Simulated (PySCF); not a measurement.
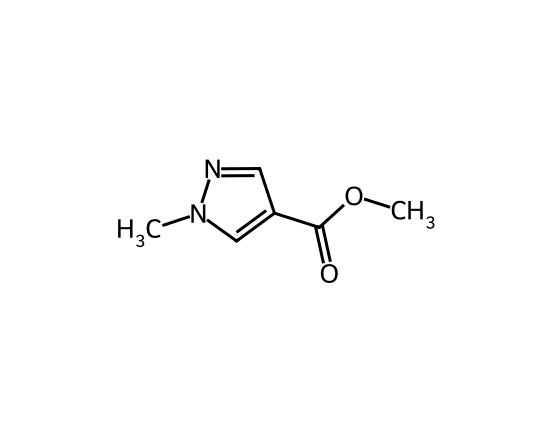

A structural formula.

> Write the SMILES.

COC(=O)c1cnn(C)c1

> What is the molecular formula?

C6H8N2O2.

> An optimisation with GFN2-xTB gave a structure of which point group?

C1. Other conformers may differ.

More results for the same structure follow; atom numbers are the same in all pictures, views and colours differ. Computed geometry: GFN2-xTB optimisation. No frequency run is at hand to confirm it as a minimum.

## Electronic properties

No frequency run is at hand to confirm it as a minimum. Properties computed with PBE0/pcSseg-1, gas phase (PySCF 2.14.0).

Predict the main results.

- dipole moment: 1.48 D
- HOMO energy (Kohn–Sham orbital): −7.43 eV
- LUMO energy (Kohn–Sham orbital): −0.59 eV
- HOMO–LUMO gap: 6.84 eV

## NMR shielding

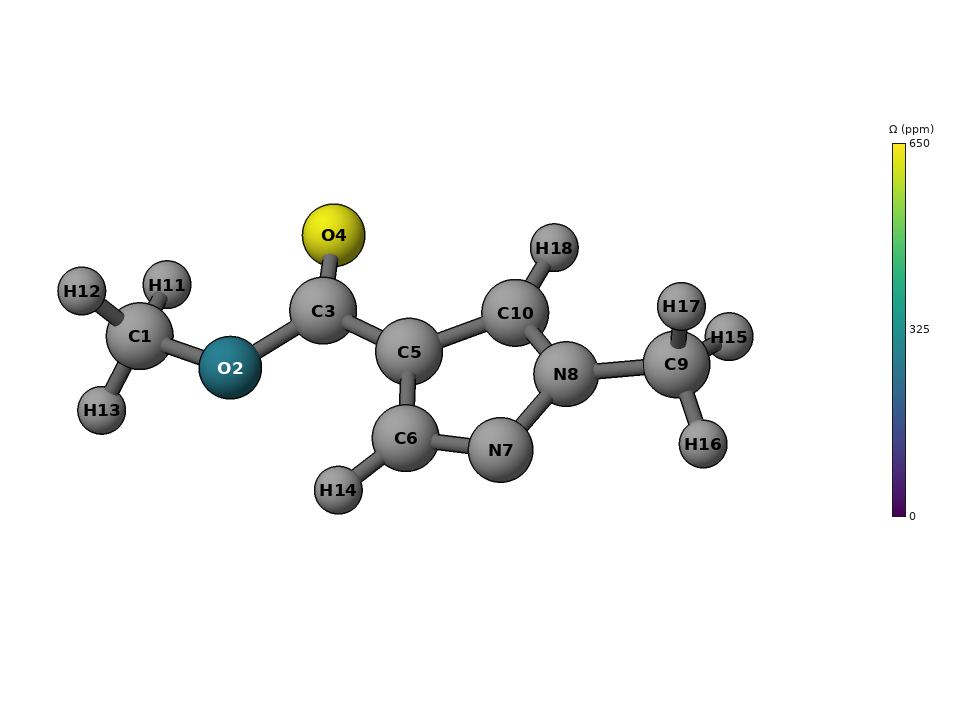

The O atoms are coloured by the span of their shielding tensor. No frequency run is at hand to confirm it as a minimum. Method: GIAO PBE0/pcSseg-1 NMR shielding, non-relativistic, gas phase (PySCF 2.14.0). Principal shieldings σ11 ≤ σ22 ≤ σ33, span Ω = σ33 − σ11, skew κ = 3(σiso − σ22)/Ω.

> Which O atom has the most anisotropic shielding?

O4, with a span of 626 ppm.

Give the shielding tensors of the O atoms.

| atom | σ11 | σ22 | σ33 | σiso | Ω | κ |
| --- | --- | --- | --- | --- | --- | --- |
| O2 | −17.5 | 244.7 | 254.7 | 160.6 | 272.2 | −0.93 |
| O4 | −303.0 | −197.1 | 322.5 | −59.2 | 625.5 | 0.66 |

Shieldings and span in ppm.

## Bond orders

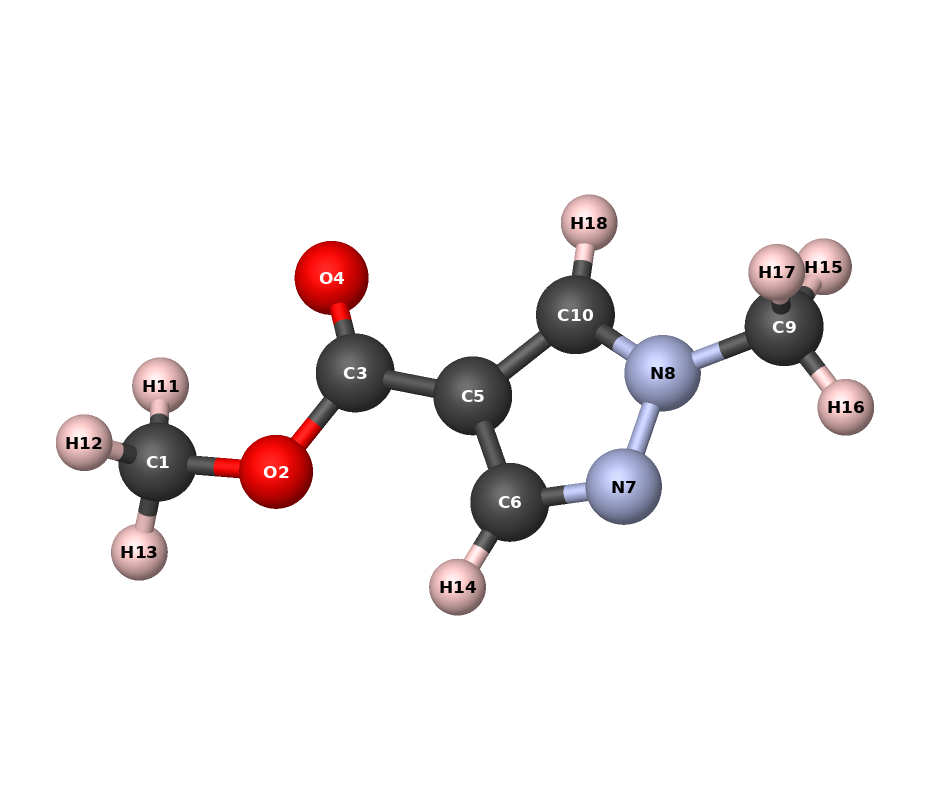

Every bond is drawn as one stick. No frequency run is at hand to confirm it as a minimum. Computed with PBE0/pcSseg-1 (PySCF 2.14.0).

> Which bond between heavy atoms has the highest Mayer bond order?

C3–O4, 1.92, at a length of 1.208 Å.

List the Mayer bond orders of C1–O2, O2–C3, C3–O4, C3–C5, C5–C6, C5–C10, C6–N7, N7–N8, N8–C9, N8–C10 (bonds between heavy atoms, one of each equivalent set).

| bond | Mayer order | length (Å) |
| --- | --- | --- |
| C1–O2 | 0.87 | 1.419 |
| O2–C3 | 1.10 | 1.345 |
| C3–O4 | 1.92 | 1.208 |
| C3–C5 | 0.97 | 1.459 |
| C5–C6 | 1.30 | 1.411 |
| C5–C10 | 1.38 | 1.388 |
| C6–N7 | 1.56 | 1.313 |
| N7–N8 | 1.18 | 1.333 |
| N8–C9 | 0.91 | 1.434 |
| N8–C10 | 1.15 | 1.339 |
